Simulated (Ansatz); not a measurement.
```xyz
11

B    -0.3997    0.9342   -1.2269
Si   -0.0035    1.1312    0.7523
C     0.6902   -0.6385    0.7621
Si   -0.2668   -1.0499   -0.8278
H    -0.5299    1.6382   -2.1771
H    -1.3100    1.1674    1.4765
H     0.8692    2.2030    1.3130
H     0.5299   -1.2578    1.6439
H     1.7635   -0.6119    0.5462
H     0.3588   -2.0341   -1.7578
H    -1.6361   -1.5389   -0.4839
```

Geometry: PBE0-D4/def2-TZVP.

Computed with RKS PBE0-D4/def2-TZVPP in Ansatz.

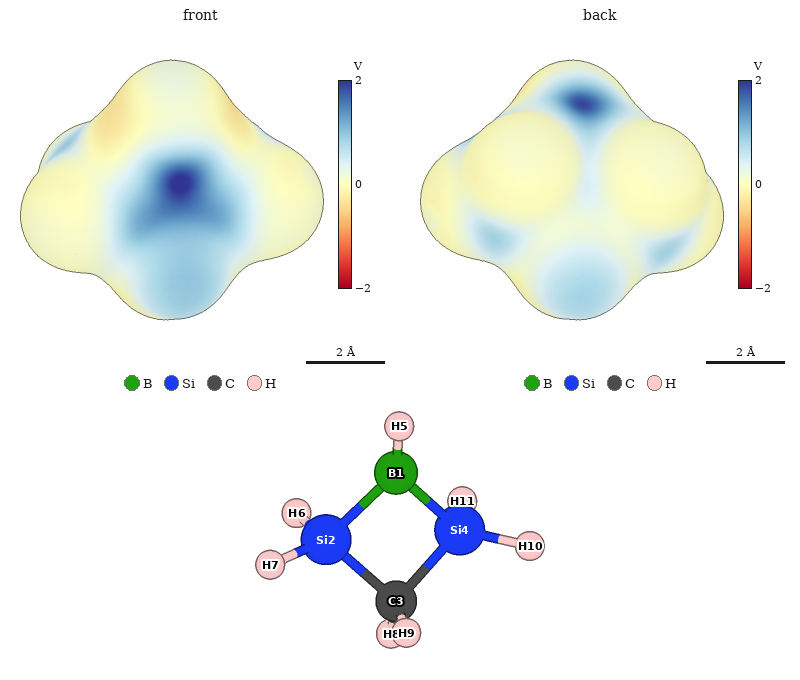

CH7BSi2 (SMILES B1[SiH2]C[SiH2]1). The molecular electrostatic potential painted on the density surface at 0.002 e/bohr³, seen from the front and from behind; red is negative and blue positive. The bare structure is drawn below in the same view.

> Describe the electrostatic potential map.

The most negative region (about −0.3 V) lies over H5, the most positive (about +1.9 V) over B1.
